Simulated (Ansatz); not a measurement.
# GeH3F + CH3 radical: a complex and its separated parts

The complex below is one end of an elementary step. How strongly is it bound against its free parts?

Computed with Ansatz 0.2.0, Gaussian basis. Level: PBE0-D4/def2-TZVP structures, single points in def2-TZVPP, no counterpoise correction.

Levels: SPW92, PBE-D4, BLYP-D4, r2SCAN-D4, B97M-V, PBE0-D4, B3LYP-D4, r2SCAN0-D4, BHLYP-D4, CAM-B3LYP-D4, wB97X-V, wB97M-V, B2PLYP, PBE-QIDH, RPA on PBE, Hartree-Fock, MP2, CCSD, CCSD(T).

Correlated methods freeze the cores. Filled d shells of the heavier atoms are correlated. Orbitals are unrestricted. B3LYP uses VWN-RPA correlation. B2PLYP carries no dispersion term here.

94 further runs of the same task are left out: 94 set aside as unsound or not needed. Runs told in other sessions of the task aren't counted.

## Step 1: Where the work starts

The complex: 9 atoms, charge 0, spin multiplicity 2.

Atoms are counted from 1 here; the program's logs count them from 0.

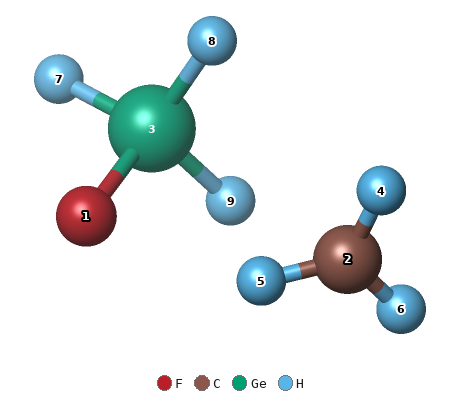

As it starts; fluorine red, carbon brown, germanium teal, hydrogen blue; atoms are numbered from 1 in the order of the file.

Coordinates:

```xyz
9
CH6FGe
F     1.5351   -1.0082   -0.2471
C    -0.9991    0.8649   -1.4886
Ge    0.7556   -0.6737    1.2782
H    -0.8958    1.9207   -1.2835
H    -0.1265    0.2688   -1.7150
H    -1.9829    0.4186   -1.5134
H     1.6162   -1.3729    2.3392
H     0.7512    0.8496    1.4428
H    -0.6538   -1.2678    1.1872
```

Its parts: GeH3F holds atoms 1, 3, 7, 8, 9; CH3 radical holds atoms 2, 4, 5, 6. Each part counts its atoms afresh in its own runs.

## Step 2: Relaxing GeH3F alone

The input, relax-a/in.yaml:

```yaml
crystal:
  periodic: [false, false, false]
  atoms:
    - {symbol: F, position_ang: [1.535054, -1.008233, -0.247145]}
    - {symbol: Ge, position_ang: [0.755561, -0.673680, 1.278227]}
    - {symbol: H, position_ang: [1.616223, -1.372876, 2.339190]}
    - {symbol: H, position_ang: [0.751249, 0.849574, 1.442818]}
    - {symbol: H, position_ang: [-0.653830, -1.267806, 1.187225]}
basis:
  gaussian: {orbitals: def2-TZVP}
hamiltonian: {xc: pbe0, dispersion: d4}
relax: {f_tol: 0.005, max_steps: 200}
```

On the command line:

```console
$ ansatz run in.yaml --threads 8 --pin off --events-out ev --progress --plain --max-ram 19148MiB
```

Output, shortened:

```text
Functional definition: PBE0
  name "PBE0"
  cite "Adamo & Barone, J. Chem. Phys. 110, 6158 (1999) doi:10.1063/1.478522"
  cite "Perdew, Burke & Ernzerhof, Phys. Rev. Lett. 77, 3865 (1996) doi:10.1103/PhysRevLett.77.3865"
  parent pbe
[...]
689 factors; their error is unknown
[...]
mean field -59276.03037228 eV, -2178.3539374447 hartree, gradient 7.3e-5 eV, S^2 0.000000; 0 other end points of the search recorded, 0 dependent functions left out
[...]
reference -59276.03039567 eV, -2178.3539383044 hartree; 22, 22 occupied and 75, 75 virtual orbitals, 689 factors
[...]
reference -59276.03115209 eV, -2178.3539661021 hartree; 22, 22 occupied and 75, 75 virtual orbitals, 689 factors
Total energy: -59276.07127171 eV, -2178.3554404712 hartree
Atom 0 at     1.528797    -1.003259    -0.249259 Å, force    -0.000376     0.000118     0.000973 eV/Å
Atom 1 at     0.760734    -0.677597     1.279961 Å, force     0.000070     0.000112    -0.001158 eV/Å
Atom 2 at     1.615298    -1.373210     2.346057 Å, force     0.000011     0.000007    -0.000023 eV/Å
Atom 3 at     0.751185     0.847327     1.439034 Å, force    -0.000073    -0.000459     0.000074 eV/Å
Atom 4 at    -0.651756    -1.266282     1.184522 Å, force     0.000368     0.000223     0.000134 eV/Å
Dipole moment:    -0.195009     0.082680     0.388298 e Å
```

Run time: 1.6 s. Hardware: 8 threads of Arm Neoverse V1, shared host.

Relaxation path:

| step | energy from step 1 (eV) | largest force component (eV/Å) |
| --- | --- | --- |
| 1 | 0.0000 | 0.1241 |
| 2 | -0.0006 | 0.0557 |
| 3 | -0.0008 | 0.0012 |

Distances of close pairs at the start and the end, largest changes first:

| bond | before (Å) | after (Å) | change (Å) |
| --- | --- | --- | --- |
| F1–Ge2 | 1.745 | 1.742 | -0.003 |
| Ge2–H3 | 1.535 | 1.533 | -0.001 |
| Ge2–H4 | 1.532 | 1.533 | +0.001 |
| Ge2–H5 | 1.532 | 1.533 | +0.001 |

## Step 3: Relaxing CH3 radical alone

The input, relax-b/in.yaml:

```yaml
crystal:
  periodic: [false, false, false]
  atoms:
    - {symbol: C, position_ang: [-0.999088, 0.864880, -1.488602]}
    - {symbol: H, position_ang: [-0.895791, 1.920746, -1.283482]}
    - {symbol: H, position_ang: [-0.126509, 0.268824, -1.714969]}
    - {symbol: H, position_ang: [-1.982871, 0.418571, -1.513360]}
basis:
  gaussian: {orbitals: def2-TZVP}
magnetization: {spin_polarized: true, initial_magnetization: 1}
hamiltonian: {xc: pbe0, dispersion: d4}
relax: {f_tol: 0.005, max_steps: 200}
```

On the command line:

```console
$ ansatz run in.yaml --threads 8 --pin off --events-out ev --progress --plain --max-ram 19148MiB
```

Output, shortened:

```text
[... 5 set-up lines as earlier in the session ...]
[...]
312 factors; their error is unknown
[...]
mean field -1082.98612046 eV, -39.7990058525 hartree, gradient 1.2e-5 eV, S^2 0.754653; 0 other end points of the search recorded, 0 dependent functions left out
[...]
Total energy: -1082.99952690 eV, -39.7994985300 hartree
Atom 0 at    -1.001060     0.868249    -1.500090 Å, force    -0.000189     0.000183     0.000007 eV/Å
Atom 1 at    -0.893684     1.920149    -1.279669 Å, force     0.000057     0.000176     0.000050 eV/Å
Atom 2 at    -0.127691     0.268714    -1.710751 Å, force     0.000312    -0.000224    -0.000061 eV/Å
Atom 3 at    -1.981824     0.415908    -1.509903 Å, force    -0.000180    -0.000134     0.000004 eV/Å
Dipole moment:    -0.000001     0.000002    -0.000008 e Å
```

It took 0.75 s on 8 threads of Arm Neoverse V1, shared host.

Along the way: (the energy doesn't fall at every step)

| step | energy from step 1 (eV) | largest force component (eV/Å) |
| --- | --- | --- |
| 1 | 0.0000 | 0.0348 |
| 2 | 0.1330 | 1.4228 |
| 3 | -0.0004 | 0.0162 |
| 4 | -0.0004 | 0.0003 |

Close pairs (by a distance rule), those that changed most:

| bond | before (Å) | after (Å) | change (Å) |
| --- | --- | --- | --- |
| C1–H3 | 1.081 | 1.080 | -0.001 |
| C1–H4 | 1.081 | 1.080 | -0.000 |
| C1–H2 | 1.081 | 1.080 | -0.000 |

## Step 4: SPW92/def2-TZVPP

The input, parta/in.yaml:

```yaml
crystal:
  periodic: [false, false, false]
  atoms:
    - {symbol: F, position_ang: [1.528797, -1.003259, -0.249259]}
    - {symbol: Ge, position_ang: [0.760734, -0.677597, 1.279961]}
    - {symbol: H, position_ang: [1.615298, -1.373210, 2.346057]}
    - {symbol: H, position_ang: [0.751185, 0.847327, 1.439034]}
    - {symbol: H, position_ang: [-0.651756, -1.266282, 1.184522]}
basis:
  gaussian: {orbitals: def2-TZVPP}
hamiltonian: {xc: lda}
```

The input, partb/in.yaml:

```yaml
crystal:
  periodic: [false, false, false]
  atoms:
    - {symbol: C, position_ang: [-1.001060, 0.868249, -1.500090]}
    - {symbol: H, position_ang: [-0.893684, 1.920149, -1.279669]}
    - {symbol: H, position_ang: [-0.127691, 0.268714, -1.710751]}
    - {symbol: H, position_ang: [-1.981824, 0.415908, -1.509903]}
basis:
  gaussian: {orbitals: def2-TZVPP}
magnetization: {spin_polarized: true, initial_magnetization: 1}
hamiltonian: {xc: lda}
```

The same command starts each run, in its folder.

On the command line:

```console
$ ansatz run in.yaml --threads 8 --pin off --events-out ev --progress --plain --max-ram 19148MiB
```

Output in parta, shortened:

```text
Functional definition: SPW92
  name "SPW92"
  cite "Dirac, Proc. Camb. Phil. Soc. 26, 376 (1930) doi:10.1017/S0305004100016108"
  cite "Slater, Phys. Rev. 81, 385 (1951) doi:10.1103/PhysRev.81.385"
  cite "Perdew & Wang, Phys. Rev. B 45, 13244 (1992) doi:10.1103/PhysRevB.45.13244"
[...]
691 factors; their error is unknown
[...]
mean field -59181.68340760 eV, -2174.8867504436 hartree, gradient 6.4e-5 eV, S^2 0.000000; 0 other end points of the search recorded, 0 dependent functions left out
reference -59181.68343639 eV, -2174.8867515014 hartree; 22, 22 occupied and 99, 99 virtual orbitals, 691 factors
Total energy: -59181.68343639 eV, -2174.8867515014 hartree
```

Output in partb, shortened:

```text
[... 5 set-up lines as earlier in the session ...]
[...]
357 factors; their error is unknown
[...]
mean field -1073.24166916 eV, -39.4409038722 hartree, gradient 7.4e-6 eV, S^2 0.752401; 0 other end points of the search recorded, 0 dependent functions left out
reference -1073.24169335 eV, -39.4409047614 hartree; 5, 4 occupied and 68, 69 virtual orbitals, 357 factors
Total energy: -1073.24169335 eV, -39.4409047614 hartree
```

Wall times: 0.25 s (parta), 0.15 s (partb) on 8 threads of Arm Neoverse V1, shared host.

## Step 5: PBE-D4/def2-TZVPP

Each input of step 4 (parta, partb) changes in the same lines:

```diff
-hamiltonian: {xc: lda}
+hamiltonian: {xc: pbe, dispersion: d4}
```

One command serves all of them, each in its own folder.

On the command line:

```console
$ ansatz run in.yaml --threads 8 --pin off --events-out ev --progress --plain --max-ram 19148MiB
```

parta printed, shortened:

```text
Functional definition: PBE
  name "PBE"
[... 2 set-up lines as earlier in the session ...]
[...]
691 factors; their error is unknown
[...]
mean field -59274.48824098 eV, -2178.2972651648 hartree, gradient 2.0e-5 eV, S^2 0.000000; 0 other end points of the search recorded, 0 dependent functions left out
reference -59274.48827167 eV, -2178.2972662929 hartree; 22, 22 occupied and 99, 99 virtual orbitals, 691 factors
Total energy: -59274.53700121 eV, -2178.2990570704 hartree
```

Log of partb, shortened:

```text
[... 4 set-up lines as earlier in the session ...]
[...]
357 factors; their error is unknown
[...]
mean field -1082.71362158 eV, -39.7889917036 hartree, gradient 1.5e-5 eV, S^2 0.753733; 0 other end points of the search recorded, 0 dependent functions left out
reference -1082.71364886 eV, -39.7889927059 hartree; 5, 4 occupied and 68, 69 virtual orbitals, 357 factors
Total energy: -1082.72981379 eV, -39.7895867562 hartree
```

Wall times: 0.4 s (parta), 0.25 s (partb) on 8 threads of Arm Neoverse V1, shared host.

## Step 6: BLYP-D4/def2-TZVPP

The same edit goes into each in.yaml of step 5 (parta, partb):

```diff
-hamiltonian: {xc: pbe, dispersion: d4}
+hamiltonian: {xc: {name: BLYP}, dispersion: d4}
```

Each run has its own folder and the same command.

On the command line:

```console
$ ansatz run in.yaml --threads 8 --pin off --events-out ev --progress --plain --max-ram 19148MiB
```

Output in parta, shortened:

```text
Functional definition: BLYP
  name "BLYP"
  cite "Becke, Phys. Rev. A 38, 3098 (1988) doi:10.1103/PhysRevA.38.3098"
  cite "Lee, Yang & Parr, Phys. Rev. B 37, 785 (1988) doi:10.1103/PhysRevB.37.785"
[...]
691 factors; their error is unknown
[...]
mean field -59287.05882017 eV, -2178.7592254294 hartree, gradient 1.9e-5 eV, S^2 0.000000; 0 other end points of the search recorded, 0 dependent functions left out
reference -59287.05909078 eV, -2178.7592353743 hartree; 22, 22 occupied and 99, 99 virtual orbitals, 691 factors
Total energy: -59287.17023300 eV, -2178.7633197753 hartree
```

partb printed, shortened:

```text
[... 4 set-up lines as earlier in the session ...]
[...]
357 factors; their error is unknown
[...]
mean field -1083.79210369 eV, -39.8286251898 hartree, gradient 1.5e-5 eV, S^2 0.753098; 0 other end points of the search recorded, 0 dependent functions left out
reference -1083.79234136 eV, -39.8286339242 hartree; 5, 4 occupied and 68, 69 virtual orbitals, 357 factors
Total energy: -1083.83114866 eV, -39.8300600660 hartree
```

Times: 0.4 s (parta), 0.2 s (partb) on 8 threads of Arm Neoverse V1, shared host.

## Step 7: r2SCAN-D4/def2-TZVPP

The same edit goes into each in.yaml of step 6 (parta, partb):

```diff
-hamiltonian: {xc: {name: BLYP}, dispersion: d4}
+hamiltonian: {xc: r2scan, dispersion: d4}
```

The same command starts each run, in its folder.

On the command line:

```console
$ ansatz run in.yaml --threads 8 --pin off --events-out ev --progress --plain --max-ram 19148MiB
```

parta printed, shortened:

```text
Functional definition: r2SCAN
  name "r2SCAN"
  cite "Furness, Kaplan, Ning, Perdew & Sun, J. Phys. Chem. Lett. 11, 8208 (2020) doi:10.1021/acs.jpclett.0c02405"
  cite "Furness, Kaplan, Ning, Perdew & Sun, J. Phys. Chem. Lett. 11, 9248 (2020) doi:10.1021/acs.jpclett.0c03077"
  parent r2scan
[...]
691 factors; their error is unknown
[...]
mean field -59284.47893823 eV, -2178.6644165168 hartree, gradient 2.2e-5 eV, S^2 0.000000; 0 other end points of the search recorded, 0 dependent functions left out
reference -59284.47894693 eV, -2178.6644168365 hartree; 22, 22 occupied and 99, 99 virtual orbitals, 691 factors
Total energy: -59284.48976769 eV, -2178.6648144923 hartree
```

partb printed, shortened:

```text
[... 5 set-up lines as earlier in the session ...]
[...]
357 factors; their error is unknown
[...]
mean field -1083.80212081 eV, -39.8289933123 hartree, gradient 4.1e-5 eV, S^2 0.756537; 0 other end points of the search recorded, 0 dependent functions left out
reference -1083.80212993 eV, -39.8289936474 hartree; 5, 4 occupied and 68, 69 virtual orbitals, 357 factors
Total energy: -1083.80593781 eV, -39.8291335843 hartree
```

Wall times: 0.8 s (parta), 0.5 s (partb) on 8 threads of Arm Neoverse V1, shared host.

## Step 8: B97M-V/def2-TZVPP

The same edit goes into each in.yaml of step 7 (parta, partb):

```diff
-hamiltonian: {xc: r2scan, dispersion: d4}
+hamiltonian: {xc: {name: B97M-V}}
```

One command serves all of them, each in its own folder.

On the command line:

```console
$ ansatz run in.yaml --threads 8 --pin off --events-out ev --progress --plain --max-ram 19148MiB
```

parta printed, shortened:

```text
Functional definition: B97M-V
  name "B97M-V"
  cite "Mardirossian & Head-Gordon, J. Chem. Phys. 142, 074111 (2015) doi:10.1063/1.4907719"
  cite "Becke, J. Chem. Phys. 107, 8554 (1997) doi:10.1063/1.475007"
  cite "Vydrov & Van Voorhis, J. Chem. Phys. 133, 244103 (2010) doi:10.1063/1.3521275"
  # Of w^i u^j: cxij and so on, Table III.
[...]
  gx(w, u) = cx00 + cx01*u + cx02*u^2 + (cx10 + cx11*u)*w
[...]
  gos(w, u) = cos00 + cos01*u + cos03*u^3 + cos10*w + cos32*w^3*u^2
[...]
      + integral(e_c_pw_mod_opposite_spin*gos(b97_w_opposite, b97_u_opposite)) + vv10(b, c)
691 factors; their error is unknown
[...]
mean field -59274.42769603 eV, -2178.2950401790 hartree, gradient 2.5e-5 eV, S^2 0.000000; 0 other end points of the search recorded, 0 dependent functions left out
reference -59274.42773988 eV, -2178.2950417904 hartree; 22, 22 occupied and 99, 99 virtual orbitals, 691 factors
Total energy: -59274.42773988 eV, -2178.2950417904 hartree
```

partb printed, shortened:

```text
[... 5 set-up lines as earlier in the session ...]
  # Of w^i u^j: cxij and so on, Table III.
[...]
  gx(w, u) = cx00 + cx01*u + cx02*u^2 + (cx10 + cx11*u)*w
[...]
  gos(w, u) = cos00 + cos01*u + cos03*u^3 + cos10*w + cos32*w^3*u^2
[...]
      + integral(e_c_pw_mod_opposite_spin*gos(b97_w_opposite, b97_u_opposite)) + vv10(b, c)
357 factors; their error is unknown
[...]
mean field -1084.41783927 eV, -39.8516205485 hartree, gradient 7.9e-5 eV, S^2 0.754752; 0 other end points of the search recorded, 0 dependent functions left out
reference -1084.41787847 eV, -39.8516219889 hartree; 5, 4 occupied and 68, 69 virtual orbitals, 357 factors
Total energy: -1084.41787847 eV, -39.8516219889 hartree
```

Wall times: 1.1 s (parta), 0.5 s (partb) on 8 threads of Arm Neoverse V1, shared host.

## Step 9: PBE0-D4/def2-TZVPP

The same edit goes into each in.yaml of step 8 (parta, partb):

```diff
-hamiltonian: {xc: {name: B97M-V}}
+hamiltonian: {xc: pbe0, dispersion: d4}
+output: {orbitals: {seedname: orbitals}}
```

The same command starts each run, in its folder.

On the command line:

```console
$ ansatz run in.yaml --threads 8 --pin off --events-out ev --progress --plain --max-ram 19148MiB
```

parta printed, shortened:

```text
[... 5 set-up lines as earlier in the session ...]
[...]
734 factors; their error is unknown
[...]
mean field -59276.05049689 eV, -2178.3546770108 hartree, gradient 8.1e-5 eV, S^2 0.000000; 0 other end points of the search recorded, 0 dependent functions left out
reference -59276.05052022 eV, -2178.3546778680 hartree; 22, 22 occupied and 99, 99 virtual orbitals, 734 factors
Total energy: -59276.09063985 eV, -2178.3561522371 hartree
```

partb printed, shortened:

```text
[... 5 set-up lines as earlier in the session ...]
[...]
357 factors; their error is unknown
[...]
mean field -1083.01200928 eV, -39.7999572493 hartree, gradient 7.6e-6 eV, S^2 0.754670; 0 other end points of the search recorded, 0 dependent functions left out
reference -1083.01202947 eV, -39.7999579913 hartree; 5, 4 occupied and 68, 69 virtual orbitals, 357 factors
Total energy: -1083.02502473 eV, -39.8004355583 hartree
```

They took 0.45 s (parta), 0.2 s (partb) on 8 threads of Arm Neoverse V1, shared host.

## Step 10: B3LYP-D4/def2-TZVPP

The same edit goes into each in.yaml of step 9 (parta, partb):

```diff
-hamiltonian: {xc: pbe0, dispersion: d4}
-output: {orbitals: {seedname: orbitals}}
+hamiltonian: {xc: {name: B3LYP}, dispersion: d4}
```

Each run has its own folder and the same command.

On the command line:

```console
$ ansatz run in.yaml --threads 8 --pin off --events-out ev --progress --plain --max-ram 19148MiB
```

parta printed, shortened:

```text
Functional definition: B3LYP
  name "B3LYP"
  cite "Stephens, Devlin, Chabalowski & Frisch, J. Phys. Chem. 98, 11623 (1994) doi:10.1021/j100096a001"
[... 2 set-up lines as earlier in the session ...]
  cite "Vosko, Wilk & Nusair, Can. J. Phys. 58, 1200 (1980) doi:10.1139/p80-159"
[...]
722 factors; their error is unknown
[...]
mean field -59287.32509914 eV, -2178.7690110009 hartree, gradient 8.2e-5 eV, S^2 0.000000; 0 other end points of the search recorded, 0 dependent functions left out
reference -59287.32530336 eV, -2178.7690185062 hartree; 22, 22 occupied and 99, 99 virtual orbitals, 722 factors
Total energy: -59287.40477554 eV, -2178.7719390547 hartree
```

Output in partb, shortened:

```text
[... 6 set-up lines as earlier in the session ...]
[...]
357 factors; their error is unknown
[...]
mean field -1084.64273158 eV, -39.8598851884 hartree, gradient 7.0e-6 eV, S^2 0.753636; 0 other end points of the search recorded, 0 dependent functions left out
reference -1084.64290640 eV, -39.8598916128 hartree; 5, 4 occupied and 68, 69 virtual orbitals, 357 factors
Total energy: -1084.66870152 eV, -39.8608395658 hartree
```

Times: 0.4 s (parta), 0.25 s (partb) on 8 threads of Arm Neoverse V1, shared host.

## Step 11: r2SCAN0-D4/def2-TZVPP

Each input of step 10 (parta, partb) changes in the same lines:

```diff
-hamiltonian: {xc: {name: B3LYP}, dispersion: d4}
+hamiltonian: {xc: {name: r2SCAN0}, dispersion: d4}
```

Each run has its own folder and the same command.

On the command line:

```console
$ ansatz run in.yaml --threads 8 --pin off --events-out ev --progress --plain --max-ram 19148MiB
```

Log of parta, shortened:

```text
Functional definition: r2SCAN0
  name "r2SCAN0"
  cite "Bursch, Neugebauer, Ehlert & Grimme, J. Chem. Phys. 156, 134105 (2022) doi:10.1063/5.0086040"
[... 3 set-up lines as earlier in the session ...]
[...]
734 factors; their error is unknown
[...]
mean field -59283.59236660 eV, -2178.6318356105 hartree, gradient 7.6e-5 eV, S^2 0.000000; 0 other end points of the search recorded, 0 dependent functions left out
reference -59283.59237354 eV, -2178.6318358654 hartree; 22, 22 occupied and 99, 99 virtual orbitals, 734 factors
Total energy: -59283.60509900 eV, -2178.6323035175 hartree
```

partb printed, shortened:

```text
[... 6 set-up lines as earlier in the session ...]
[...]
357 factors; their error is unknown
[...]
mean field -1083.74748128 eV, -39.8269853466 hartree, gradient 3.8e-5 eV, S^2 0.756765; 0 other end points of the search recorded, 0 dependent functions left out
reference -1083.74748846 eV, -39.8269856105 hartree; 5, 4 occupied and 68, 69 virtual orbitals, 357 factors
Total energy: -1083.75173820 eV, -39.8271417854 hartree
```

They took 0.9 s (parta), 0.55 s (partb) on 8 threads of Arm Neoverse V1, shared host.

## Step 12: BHLYP-D4/def2-TZVPP

Each input of step 11 (parta, partb) changes in the same lines:

```diff
-hamiltonian: {xc: {name: r2SCAN0}, dispersion: d4}
+hamiltonian: {xc: {name: BHLYP}, dispersion: d4}
```

One command serves all of them, each in its own folder.

On the command line:

```console
$ ansatz run in.yaml --threads 8 --pin off --events-out ev --progress --plain --max-ram 19148MiB
```

parta printed, shortened:

```text
Functional definition: BHLYP
  name "BHLYP"
  cite "Becke, J. Chem. Phys. 98, 1372 (1993) doi:10.1063/1.464304"
[... 2 set-up lines as earlier in the session ...]
[...]
812 factors; their error is unknown
[...]
mean field -59284.36370824 eV, -2178.6601818929 hartree, gradient 2.4e-5 eV, S^2 0.000000; 0 other end points of the search recorded, 0 dependent functions left out
reference -59284.36384775 eV, -2178.6601870197 hartree; 22, 22 occupied and 99, 99 virtual orbitals, 812 factors
Total energy: -59284.42266282 eV, -2178.6623484337 hartree
```

Log of partb, shortened:

```text
[... 5 set-up lines as earlier in the session ...]
[...]
398 factors; their error is unknown
[...]
mean field -1083.82545264 eV, -39.8298507412 hartree, gradient 7.3e-5 eV, S^2 0.754768; 0 other end points of the search recorded, 0 dependent functions left out
reference -1083.82557006 eV, -39.8298550564 hartree; 5, 4 occupied and 68, 69 virtual orbitals, 398 factors
Total energy: -1083.84129244 eV, -39.8304328433 hartree
```

Times: 0.45 s (parta), 0.2 s (partb) on 8 threads of Arm Neoverse V1, shared host.

(Part 1 of 2 ends here.)
